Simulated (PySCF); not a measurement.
**HfH₂O₃: frequency calculation**

HfH₂O₃, computed with RKS-based PBE0, Hf def2-TZVP with ECP60, O def2-TZVP, H def2-TZVP; non-relativistic Hamiltonian with a scalar-relativistic core potential; density fitting (PySCF 2.14.0).

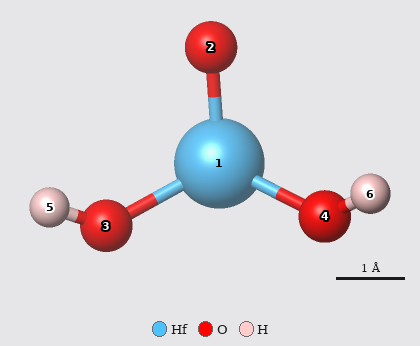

*The structure as given in the input (ball-and-stick view, seen at a tilt; atoms are numbered from 1 in the order of the input). Sticks mark near contacts.*

## Input file
```python
from pyscf import gto, scf, dft
mol = gto.M(atom='''
Hf     0.119721     0.011116     0.000000
O      0.000279    -1.750881     0.000000
O     -0.608953     0.785639     1.649307
O     -0.608953     0.785639    -1.649307
H     -1.034943     0.419738     2.422753
H     -1.034943     0.419738    -2.422753''',
    basis={'Hf': 'def2-TZVP', 'O': 'def2-TZVP', 'H': 'def2-TZVP'},
    ecp={'Hf': 'def2-TZVP'},
    charge=0, spin=0)
mf = dft.RKS(mol, xc='PBE0')
mf.grids.atom_grid = (75, 302)
aux = {'Hf': 'def2-universal-JKFIT', 'O': 'def2-universal-JKFIT', 'H': 'def2-universal-JKFIT'}
mf = mf.density_fit(auxbasis=aux)
mf.conv_tol = 1e-09
mf.diis_space = 10
mf.max_cycle = 60
mf.verbose = 4
mf.kernel()
```

The script is an equivalent of the set-up of the self-consistent field. The run itself was carried out by a driver, which started from the orbitals of the step before it where there was one and computed the further properties.

Command:
```bash
OMP_NUM_THREADS=4 python axn.py task.json out
```

## The program's output
```
init E= -274.892202841371
  HOMO = -0.290583868302302  LUMO = -0.0960773442695064  gap/eV = 5.29279
cycle= 1 E= -274.892202841369  delta_E= 2.56e-12  |g|= 2.62e-06  |ddm|= 1.92e-06
  HOMO = -0.290583150215094  LUMO = -0.0960775753345864  gap/eV = 5.29277
Extra cycle  E= -274.892202841357  delta_E= 1.16e-11  |g|= 7.14e-06  |ddm|= 4.62e-06
converged SCF energy = -274.892202841357
```

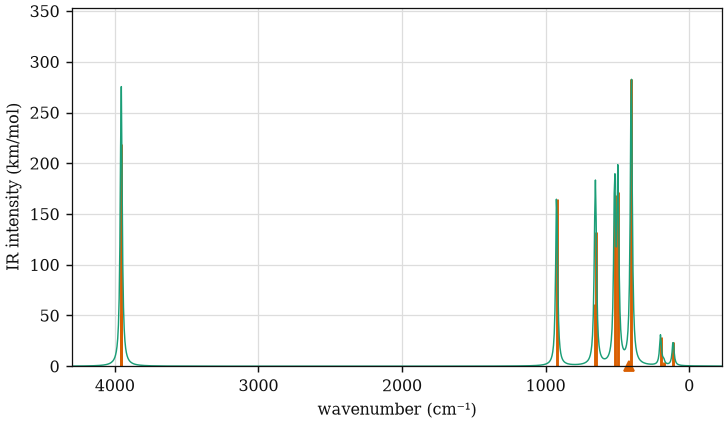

*Harmonic infrared spectrum, unscaled: sticks (degenerate modes added up, dark ones marked on the axis) with a Lorentzian envelope of 16 cm⁻¹ full width, scaled to the tallest stick.*

12 modes from 112 to 3958 cm⁻¹, none imaginary. The strongest line is at 403 cm⁻¹ (283 km/mol). All modes, in cm⁻¹ (km/mol): 112 (24), 177 (3.8), 199 (29), 403 (283), 416 (0.0), 496 (171), 519 (168), 651 (133), 657 (61), 923 (165), 3955 (219), 3958 (51).

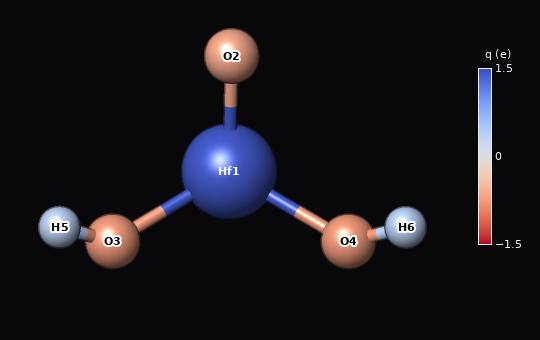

*Mulliken charges, as the colour of each atom (ball-and-stick view, seen at a tilt; atoms are numbered from 1 in the order of the input).*

By element: Hf +1.39, O −0.72 to −0.61 and H +0.33 e.

## Results in brief

- outcome: converged
- total energy: −274.892203 hartree
- HOMO: −7.91 eV
- LUMO: −2.61 eV
- zero-point energy: 0.028399 hartree
- dipole moment: 3.47 D
- wavenumbers, lowest and highest: 112 and 3958 cm⁻¹
- hardware: 4 threads of Arm Neoverse N1, 98 GiB of memory available, shared host
- wall time: 2.3 min (CPU time 7.3 min)
- peak memory: 1.9 GiB
